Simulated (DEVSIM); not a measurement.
Device: Si p-i-n diode, at 300 K.

| layer (left to right) | material | thickness (μm) | Nd (cm⁻³) | Na (cm⁻³) | τn (s) | τp (s) |
|---|---|---|---|---|---|---|
| 1 | Si | 0.200 | - | 3e17 | 4.9e-6 | 4.9e-6 |
| 2 | Si | 19.0 | 1e12 | - | 4.9e-6 | 4.9e-6 |
| 3 | Si | 1.60 | 6.6e18 | - | 4.9e-6 | 4.9e-6 |

Left contact: ohmic. Right contact: ohmic. Voltage is applied to the left contact. Recombination: SRH at mid-gap, Auger. Gap narrowing is on: ΔEg = 6.92 meV × (l + √(l² + 0.5)), l = ln(N/1.3e17 cm⁻³), shared equally by both band edges. Mobility is μmin + (μ − μmin)/(1 + (N/Nref)^α).

Constants are typed, rounded textbook-type inputs, not results; the design itself was drawn at random and stands for no fabricated device. Values at 300 K.

| parameter | Si |
|---|---|
| gap (eV) | 1.124 |
| affinity (eV) | 4.05 |
| permittivity | 11.7 |
| Nc (cm⁻³) | 2.86e19 |
| Nv (cm⁻³) | 3.1e19 |
| μn (cm²/Vs) | 1417 |
| μp (cm²/Vs) | 470 |
| μn,min | 52 |
| μp,min | 45 |
| Nref,n | 9.7e16 |
| Nref,p | 2.2e17 |
| αn | 0.68 |
| αp | 0.72 |
| Cn (cm⁶/s) | 2.8e-31 |
| Cp (cm⁶/s) | 9.9e-32 |

Model (solved in DEVSIM): 1D drift-diffusion, Boltzmann statistics, complete ionisation; no tunnelling, impact ionisation, image-force lowering or self-heating.

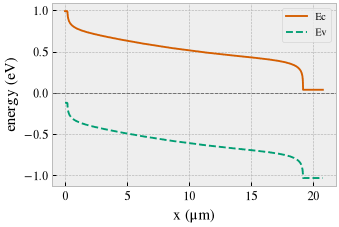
*Band edges at zero bias*

Energies count from the Fermi level of the right contact; mesh points crowd at the junctions.

```tsv
x (μm)	Ec (eV)	Ev (eV)	n (cm⁻³)	p (cm⁻³)	field (V/cm)
0.000	0.991	-0.120	650	3.0e17	≈ 0
0.03706	0.991	-0.120	650	3.0e17	≈ 0
0.1079	0.991	-0.120	650	3.0e17	≈ 0
0.1745	0.990	-0.121	670	2.9e17	-1200
0.2168	0.941	-0.183	4500	2.6e16	-14000
0.2845	0.886	-0.238	37000	3.1e15	-5000
0.4763	0.831	-0.293	310000	3.8e14	-1800
1.327	0.757	-0.367	5600000	2.1e13	-530
3.235	0.683	-0.440	9.4e7	1.2e12	-320
8.643	0.543	-0.581	2.2e10	5.3e9	-220
15.17	0.428	-0.696	1.9e12	6.2e7	-160
18.17	0.354	-0.769	3.2e13	3700000	-490
18.84	0.301	-0.823	2.6e14	460000	-1400
19.09	0.243	-0.881	2.4e15	49000	-4400
19.19	0.146	-0.977	9.9e16	1200	-28000
19.22	0.038	-1.031	6.6e18	150	≈ 0
19.29	0.038	-1.031	6.6e18	150	≈ 0
19.48	0.038	-1.031	6.6e18	150	≈ 0
20.20	0.038	-1.031	6.6e18	150	≈ 0
20.59	0.038	-1.031	6.6e18	150	≈ 0
20.73	0.038	-1.031	6.6e18	150	≈ 0
20.80	0.038	-1.031	6.6e18	150	≈ 0
```
